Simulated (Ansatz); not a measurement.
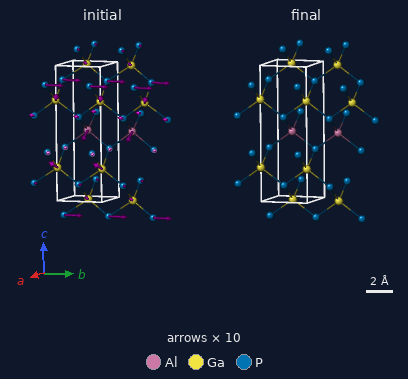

The structure of crystalline AlGa3P4 (a generated structure, set up in P1) (coarse preliminary run) before (left) and after (right) a relaxation, at one scale. The purple arrows give the displacements (the part carried along by the change of the cell is left out), magnified 10 times.

A ball-and-stick model of the cell of the calculation, repeated 1 × 2 × 1 with one cell outlined, seen slightly off an axis.

The calculation used DFT PBE, scalar-relativistic, plane waves, PAW (Ansatz).

Input file:
```yaml
crystal:
  lattice:
    - [3.9779345642, 0.0116620602, 0.0684301325]
    - [0.0116620602, 3.7919325865, 0.0166945867]
    - [0.1933534149, 0.047171549, 10.8773167555]
  atoms:
    - { symbol: Al, position: [0.5055760228, 0.5153635692, 0.5089037197] }
    - { symbol: Ga, position: [-0.0150091025, -0.0089570904, 0.7447971254] }
    - { symbol: Ga, position: [0.499457518, 0.5086635728, -0.0017307477] }
    - { symbol: Ga, position: [-0.0169730748, 0.014219513, 0.2452264673] }
    - { symbol: P, position: [0.51982015, -0.0341650345, 0.8761737664] }
    - { symbol: P, position: [0.0036452393, 0.4929625384, 0.1257176052] }
    - { symbol: P, position: [0.5091107161, 0.0011243328, 0.3775476364] }
    - { symbol: P, position: [-0.0056274689, 0.5107885988, 0.6233644274] }
basis:
  ecutwfc: 420
kpoints:
  mp_grid: { grid: [4, 4, 2] }
hamiltonian:
  xc: pbe
scf:
  occupations: { method: gaussian, width: 0.1 }
  lower_state_search: "off"
output:
  forces: true
  stress: true
  eigenvalues: true
relax:
  adjacent_minimum: "off"
  f_tol: 0.025
  max_steps: 60
  cell: { stress_tol: 0.25 }
```

Command:
```bash
ansatz run input.yaml --threads 4 --pin off --max-ram 8192MiB --backend cpu --events-out ev --progress --plain --runs-dir out
```

### Summarise the run.

P5 moves most relative to the cell: 0.16 Å along [−1 2 0]. Largest moves by element: P 0.16 Å, Al 0.12 Å, Ga 0.10 Å. The drawn cell changes as follows: a 3.979 → 3.912 Å (−1.7 %), b 3.792 → 3.911 Å (+3.1 %), c 10.879 → 10.929 Å (+0.5 %), α 89.5° → 90.0°, β 88.0° → 90.0°, γ 89.7° → 90.0°; the volume changes by +1.9 %. Among the contacts that change: Ga2–P5 2.605 → 2.386 Å, Ga3–P5 2.175 → 2.385 Å, Ga4–P7 2.581 → 2.390 Å, Ga4–P6 2.224 → 2.386 Å. Bond angles that change, for instance: Ga2–P5–Ga3 115.1° → 109.1°, P8–Al1–P8 115.9° → 110.4°, Al1–P8–Al1 115.9° → 110.4°. The space group (tolerance 0.01 Å) goes from P1 (No. 1) to P-4m2 (No. 115). After 3 accepted moves (4 points after the start) the energy has fallen by 88.8 meV per atom. Largest force component: 2.2 eV/Å at the start, 0.0051 eV/Å at the end. Pressure: 3.28 GPa at the start and 0.02 GPa at the end. The SCF was repeated once at an unchanged geometry on a basis and grid sized afresh for the cell, which shifted the energy by 0.1 meV per atom at most. The run took 25 s on 4 threads of Intel(R) Xeon(R) Platinum 8259CL CPU @ 2.50GHz (Skylake/Cascade Lake) (shared host), peak memory 0.56 GiB.
